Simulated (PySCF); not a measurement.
# S3: triplet, from a linear chain start

The task is one start of a wider search on S3: the triplet, from a linear chain start. It is relaxed, tested by its Hessian and followed downhill if it is a saddle.

Program: PySCF 2.14.0. Level of theory: B3LYP, basis S def2-TZVP, no relativity, density fitting. These are calculated values, not measurements.

## (1) Starting geometry

3 atoms, charge 0, spin multiplicity 3.

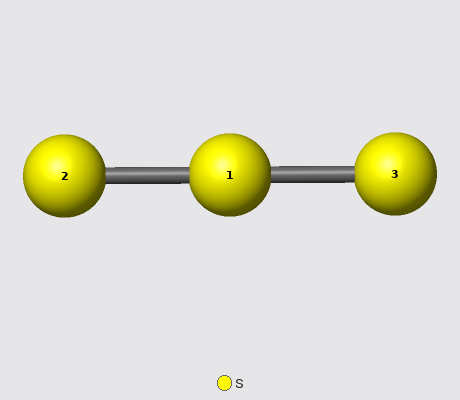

As it starts; sulfur yellow; atoms are numbered from 1 in the order of the file.

Z-matrix (Å, degrees; charge 0 multiplicity 3):
```
S
S  1 1.9570
S  1 1.9570 2 180.00
```

## (2) Finding the electronic state

The steps below are one call of a driver around PySCF. For each, scf.py gives the equivalent set-up of the SCF; relaxations use the driver's own optimiser. After this first run the driver tries any further starts and a stability analysis.

scf.py reads:

```python
from pyscf import gto, scf, dft
mol = gto.M(atom='''
S      0.000000     0.000000     0.000000
S      0.000000     0.000000     1.957000
S      0.000000     0.000000    -1.957000''',
    basis={'S': 'def2-TZVP'},
    charge=0, spin=2)
mf = dft.UKS(mol, xc='B3LYP')
mf.grids.atom_grid = (50, 194)
aux = {'S': 'def2-universal-JKFIT'}
mf = mf.density_fit(auxbasis=aux)
mf.conv_tol = 1e-08
mf.diis_space = 10
mf.max_cycle = 60
mf.init_guess = 'minao'
mf.verbose = 4
mf.kernel()
```

The run is started by

```console
> OMP_NUM_THREADS=4 python axn.py task.json out
```

The log of the run:

```text
init E= -1194.97479631205
[... the frontier-level lines of each cycle are left out ...]
cycle= 1 E= -1194.55227245003  delta_E= 0.423  |g|= 0.158  |ddm|= 1.75
cycle= 2 E= -1194.52400243758  delta_E= 0.0283  |g|= 0.269  |ddm|= 0.388
cycle= 3 E= -1194.56247408073  delta_E= -0.0385  |g|= 0.0564  |ddm|= 0.254
cycle= 4 E= -1194.5642755301  delta_E= -0.0018  |g|= 0.00977  |ddm|= 0.0596
cycle= 5 E= -1194.56433795151  delta_E= -6.24e-05  |g|= 0.00373  |ddm|= 0.0128
cycle= 6 E= -1194.56434814622  delta_E= -1.02e-05  |g|= 0.000588  |ddm|= 0.00644
cycle= 7 E= -1194.56434910979  delta_E= -9.64e-07  |g|= 0.000265  |ddm|= 0.00153
cycle= 8 E= -1194.5643493735  delta_E= -2.64e-07  |g|= 0.000109  |ddm|= 0.000972
cycle= 9 E= -1194.56434941565  delta_E= -4.22e-08  |g|= 1.84e-05  |ddm|= 0.000466
cycle= 10 E= -1194.5643494165  delta_E= -8.45e-10  |g|= 3.65e-06  |ddm|= 6.17e-05
Extra cycle  E= -1194.56434941652  delta_E= -2.11e-11  |g|= 3.78e-06  |ddm|= 8.11e-06
converged SCF energy = -1194.56434941652  <S^2> = 2.010346  2S+1 = 3.0068894
```

This step, with its further starts and checks, needed 18 s of wall time on 4 threads of Arm Neoverse N1, shared host.

The starts that the driver tried:

| start | energy (Eh) |
| --- | --- |
| the minimal-basis guess | -1194.564349 |
| a thermally smeared density | -1194.564349 |
| a smeared PBE density | -1194.564349 |

The test of internal stability and the other starts found no lower solution of this spin.

## (3) Relaxing the triplet from the linear chain start

The program finds D∞h symmetry in the start, which this walk keeps.

Edit scf.py of step 2 so:

```diff
@@ -15 +14,0 @@
-mf.init_guess = 'minao'
```

Energy and gradient, step by step:

| step | energy (Eh) | change (kJ/mol) | largest symmetric gradient (Eh/bohr) |
| --- | --- | --- | --- |
| 0 | -1194.564349 | 0.00 | 0.02102 |
| 1 | -1194.566240 | -4.96 | 0.00198 |
| 2 | -1194.566259 | -5.01 | 0.00022 |
| 3 | -1194.566259 | -5.01 | 0.00000 |

The walk took 9.7 s.

Positions (Å) and forces (eV/Å) along the way:

```
step 0
S    0.000   0.000   0.000   0.000   0.000   0.000
S    0.000   0.000   1.957   0.000   0.000   1.081
S    0.000   0.000  -1.957   0.000   0.000  -1.081
step 1
S    0.000   0.000   0.000   0.000   0.000   0.000
S    0.000   0.000   2.002   0.000   0.000   0.102
S    0.000   0.000  -2.002   0.000   0.000  -0.102
step 2
S    0.000   0.000   0.000   0.000   0.000   0.000
S    0.000   0.000   2.006   0.000   0.000   0.011
S    0.000   0.000  -2.006   0.000   0.000  -0.011
step 3
S    0.000   0.000   0.000   0.000   0.000   0.002
S    0.000   0.000   2.007   0.000   0.000  -0.001
S    0.000   0.000  -2.007   0.000   0.000  -0.001
```

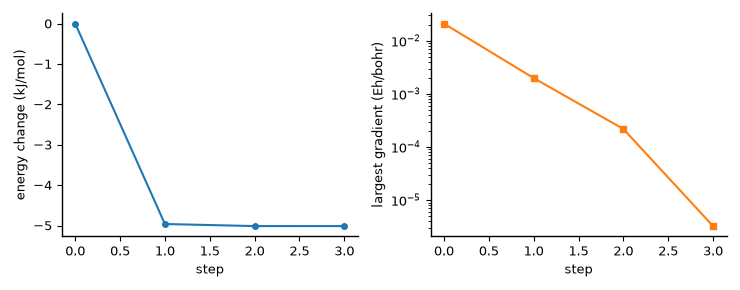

Energy and largest gradient along the walk.

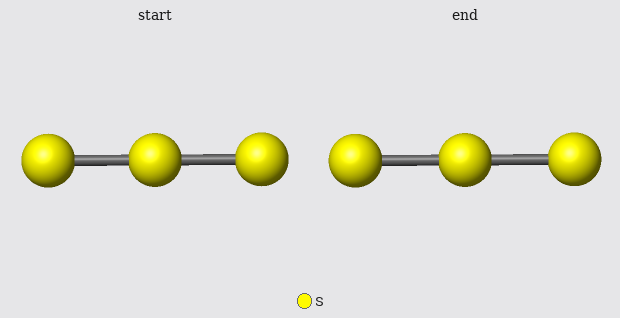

The geometry along the walk, at one scale.

End point (D∞h, 3 steps, 5.0 kJ/mol gained): S–S 2.007 Å (×2); S–S–S 180.0°.

## (4) Frequencies

The point is checked on the finer grid, and tightened if its gradient asks for it. The Hessian and the dipole derivatives come from central differences of analytic gradients, with steps of 0.02 bohr.

Edit scf.py of step 3 so:

```diff
@@ -4,2 +4,2 @@
-S      0.000000     0.000000     1.957000
-S      0.000000     0.000000    -1.957000''',
+S     -0.000000     0.000000     2.007009
+S      0.000000     0.000000    -2.007009''',
@@ -9 +9 @@
-mf.grids.atom_grid = (50, 194)
+mf.grids.atom_grid = (75, 302)
@@ -12 +12 @@
-mf.conv_tol = 1e-08
+mf.conv_tol = 1e-10
```

This SCF starts from the last density.

Log of the central SCF (cycles and frontier levels):

```text
init E= -1194.56628584344
[... the frontier-level lines of each cycle are left out ...]
cycle= 1 E= -1194.56628584335  delta_E= 9.19e-11  |g|= 1.39e-05  |ddm|= 1.5e-05
cycle= 2 E= -1194.5662858427  delta_E= 6.42e-10  |g|= 3.58e-05  |ddm|= 3.86e-05
cycle= 3 E= -1194.56628584346  delta_E= -7.51e-10  |g|= 2.1e-06  |ddm|= 2.82e-05
cycle= 4 E= -1194.56628584346  delta_E= -5.91e-12  |g|= 2.05e-07  |ddm|= 2.06e-06
Extra cycle  E= -1194.56628584346  delta_E= 5.91e-12  |g|= 6.33e-07  |ddm|= 9.76e-07
converged SCF energy = -1194.56628584346  <S^2> = 2.0110088  2S+1 = 3.0073302
```

The whole step took 2.6 min.

Geometry: D∞h; S–S 2.007 Å (×2); S–S–S 180.0°.

Wavenumbers (cm⁻¹): 942i, 941i, 404, 430. These are not to be trusted: the point is only loosely found or the SCF state changes between the displacements.

## (5) Downhill along the imaginary mode

The atoms are moved a little along the softest imaginary mode and relaxed again.

The program finds C2v symmetry in the start, which this walk keeps. The walk stops when the largest gradient is under 0.0003 Eh/bohr and the energy has settled too.

Edit scf.py of step 4 so:

```diff
@@ -3,3 +3,3 @@
-S      0.000000     0.000000     0.000000
-S     -0.000000     0.000000     2.007009
-S      0.000000     0.000000    -2.007009''',
+S      0.084483    -0.085221     0.000000
+S     -0.042242     0.042610     2.007009
+S     -0.042242     0.042610    -2.007009''',
@@ -9 +9 @@
-mf.grids.atom_grid = (75, 302)
+mf.grids.atom_grid = (50, 194)
@@ -12 +12 @@
-mf.conv_tol = 1e-10
+mf.conv_tol = 1e-08
```

Energy and gradient, step by step:

| step | energy (Eh) | change (kJ/mol) | largest symmetric gradient (Eh/bohr) |
| --- | --- | --- | --- |
| 0 | -1194.578017 | 0.00 | 0.02568 |
| 1 | -1194.598698 | -54.30 | 0.02312 |
| 2 | -1194.611077 | -86.80 | 0.01539 |
| 3 | -1194.612712 | -91.09 | 0.00078 |
| 4 | -1194.612717 | -91.11 | 0.00028 |
| 5 | -1194.612718 | -91.11 | 0.00001 |

The walk took 19 s.

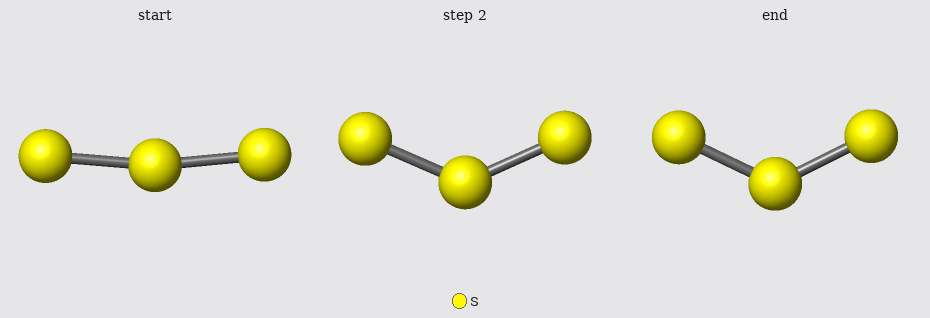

Start and end of the relaxation, with a step between.

It settles in C2v symmetry, 91.1 kJ/mol below the start, after 5 steps: S–S 1.964 Å (×2); S–S–S 127.9°.

## (6) Frequencies

The same treatment as at the point before.

Edit scf.py of step 5 so:

```diff
@@ -3,3 +3,3 @@
-S      0.084483    -0.085221     0.000000
-S     -0.042242     0.042610     2.007009
-S     -0.042242     0.042610    -2.007009''',
+S      0.404756    -0.408289    -0.000000
+S     -0.202378     0.204144     1.764765
+S     -0.202378     0.204144    -1.764765''',
@@ -9 +9 @@
-mf.grids.atom_grid = (50, 194)
+mf.grids.atom_grid = (75, 302)
@@ -12 +12 @@
-mf.conv_tol = 1e-08
+mf.conv_tol = 1e-10
```

Log of the central SCF (cycles and frontier levels):

```text
init E= -1194.61271192454
[... the frontier-level lines of each cycle are left out ...]
cycle= 1 E= -1194.61271192453  delta_E= 4.77e-12  |g|= 2.09e-06  |ddm|= 3.09e-06
Extra cycle  E= -1194.61271192451  delta_E= 1.91e-11  |g|= 5.55e-06  |ddm|= 7.4e-06
converged SCF energy = -1194.61271192451  <S^2> = 2.0137335  2S+1 = 3.0091417
```

The whole step needed 40 s of wall time on 4 threads of Arm Neoverse N1, shared host.

Geometry: C2v; S–S 1.964 Å (×2); S–S–S 127.9°.

Modes, for the most abundant isotopes:

| symmetry | ω (cm⁻¹) | IR (km/mol) | μ (u) |
| --- | --- | --- | --- |
| a1 | 212 | 0.2 | 31.97 |
| a1 | 494 | 0.0 | 31.97 |
| b2 | 515 | 1.4 | 31.97 |

No imaginary mode, so this is a minimum.

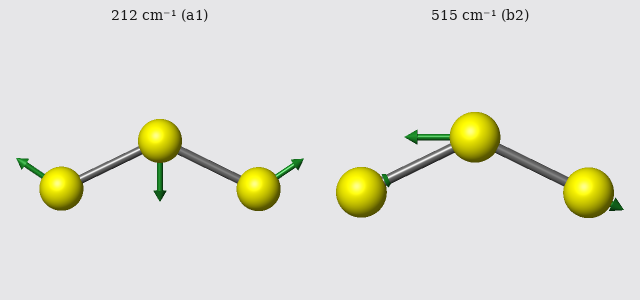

How the atoms move in 2 of the modes.

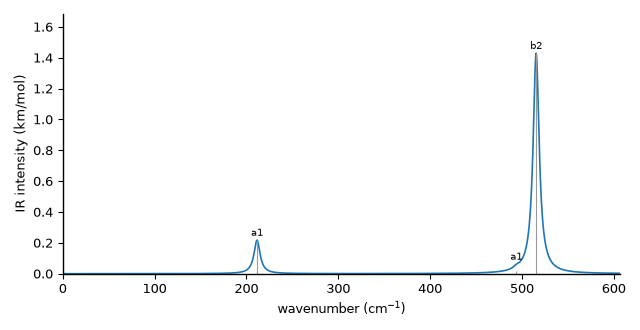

The harmonic infrared spectrum (widths in cm⁻¹). Lines are broadened to a width of 8 cm⁻¹ (Lorentzian).

Properties at this point:

```
Dipole moment                                                   : 0.11 D
Highest occupied level                                          : -6.27 eV
Lowest empty level                                              : -5.47 eV
Rotational constants                                            : 1.063, 0.08465, 0.07841 cm⁻¹
Zero-point energy                                               : 7.3 kJ/mol
Principal polarisabilities                                      : 30.6, 39.0, 140.6 bohr³
Atomisation energy without zero-point energy                    : 566 kJ/mol
Principal traceless quadrupole moments about the centre of mass : -1.86, 0.42, 1.45 D Å
Entropy at 298.15 K and 1 bar (electronic part: spin only)      : 287.4 J/(mol K)
Heat capacity Cp at 298.15 K                                    : 51.3 J/(mol K)
Enthalpy at 298.15 K above 0 K                                  : 12.50 kJ/mol
Rotational symmetry number                                      : 2
Spin squared ⟨S²⟩                                               : 2.014
```

Populations by atom (charges in e):

```
atom  Mulliken  Löwdin  polar tensor  spin (Mulliken)  Mayer order to S1
  S1      0.17    0.12         -0.03             0.51                  –
S2,3     -0.09   -0.06          0.01             0.74               1.54
```

Mulliken populations on S1: s 5.77, p 9.76, d 0.28, f 0.02.

## (7) Results

```
                                          quantity                           value
                                           minimum                    triplet, C2v
                                          geometry  S–S 1.964 Å (×2); S–S–S 127.9°
                                wavenumbers (cm⁻¹)    212 (a1), 494 (a1), 515 (b2)
                                     dipole moment                          0.11 D
highest occupied, lowest empty level (either spin)                 -6.27, -5.47 eV
                         polar-tensor charge of S1                         -0.03 e
                                 zero-point energy                      7.3 kJ/mol
                               entropy at 298.15 K                 287.4 J/(mol K)
         atomisation energy (no zero-point energy)                      566 kJ/mol
                                              ⟨S²⟩                           2.014
```

**Reading.** From D∞h at the start the molecule goes to a C2v minimum. The strongest infrared band lies at 515 cm⁻¹ (b2, stretch). Only this shape and spin were tried, so other structures or states may lie lower.

The search up to here took 4 min.
